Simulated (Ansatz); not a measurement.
# CH5CuN (SMILES [CH3][Cu-][NH2]) (charge −1): what the fields show

Input

```
crystal:
  periodic: [false, false, false]
  atoms:
    - {symbol: C, position_ang: [-0.498146, 0.248744, -0.397474]}
    - {symbol: Cu, position_ang: [-2.330077, 0.642934, 0.150898]}
    - {symbol: "N", position_ang: [-4.088827, 1.009180, 0.776906]}
    - {symbol: H, position_ang: [-0.107700, -0.693285, 0.041253]}
    - {symbol: H, position_ang: [-0.385231, 0.142969, -1.496196]}
    - {symbol: H, position_ang: [0.217661, 1.041217, -0.093866]}
    - {symbol: H, position_ang: [-4.820530, 0.409695, 0.387404]}
    - {symbol: H, position_ang: [-4.417958, 1.963112, 0.609000]}
basis:
  gaussian:
    orbitals: def2-TZVPD
total_charge: -1
hamiltonian:
  xc: pbe0
output:
  forces: true
  orbitals: {seedname: orbitals}
```

Launched as:

```sh
ansatz run input.yaml --threads 2 --pin off --max-ram 4350MiB --events-out events.jsonl --progress --plain --runs-dir runs
```

Geometry: B3LYP-D3(BJ)/def2-SVPD.

All numbers below come from isolated molecule in a Gaussian basis; Kohn-Sham density functional theory, functional PBE0 in Ansatz 0.2.0.

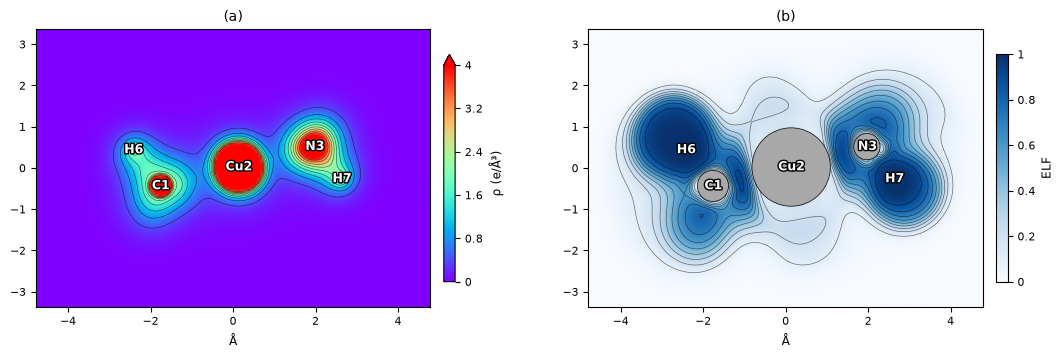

Figure 1. (a) electron density; (b) ELF on the plane of atoms Cu2, N3 and H7. Grey discs cover the atomic cores in the ELF map.

Question: What do the fields say about this system?

Answer:
- Atoms in the plane: C, Cu, N and H.
- Cu–N (1.90 Å): the density is about 0.74 e/Å³ at the midpoint; the ELF peaks at about 0.90 in the valence shell of N, 0.6 Å from its nucleus, and is about 0.25 at the midpoint.
- C–Cu (1.95 Å): the density is about 0.75 e/Å³ at the midpoint; the ELF peaks at about 0.90 in the valence shell of C, 0.7 Å from its nucleus, and is about 0.40 at the midpoint.
- N–H (1.02 Å): the density is about 2.7 e/Å³ at the midpoint; the ELF climbs to about 1 towards the hydrogen, as it does in any bond to H; a covalent bond by its length.
- C–H (1.11 Å): ρ is about 1.8 e/Å³ halfway; the ELF climbs to about 1 towards the hydrogen; a covalent bond by its length.

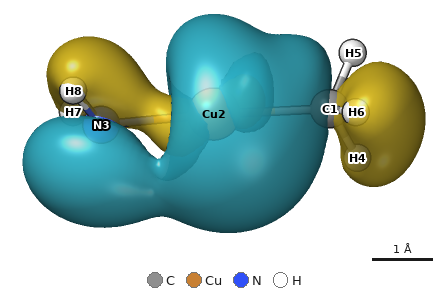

Figure 2. The HOMO−1 at ±0.06 Å⁻³ᐟ² (yellow and cyan are the two phases), seen from one side.

Question: What is the character of this orbital?

Answer: By Hirshfeld shares it lies mainly on Cu2 (about 60 %), N3 (about 20 %) and C1 (about 10 %). Its energy is −0.69 eV.

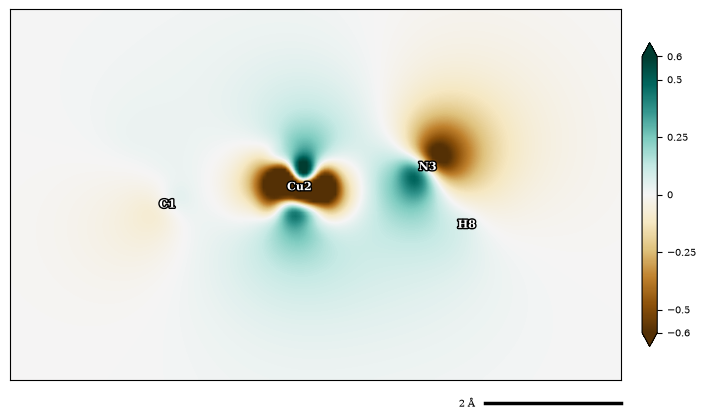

Figure 3. The HOMO on the plane of atoms Cu2, N3 and H8 (values in Å⁻³ᐟ²; the overall sign is arbitrary).

Question: What is the character of this orbital?

Answer: Its weight (Hirshfeld) is mainly on Cu2 (about 55 %) and N3 (about 35 %). Its energy is −0.44 eV.
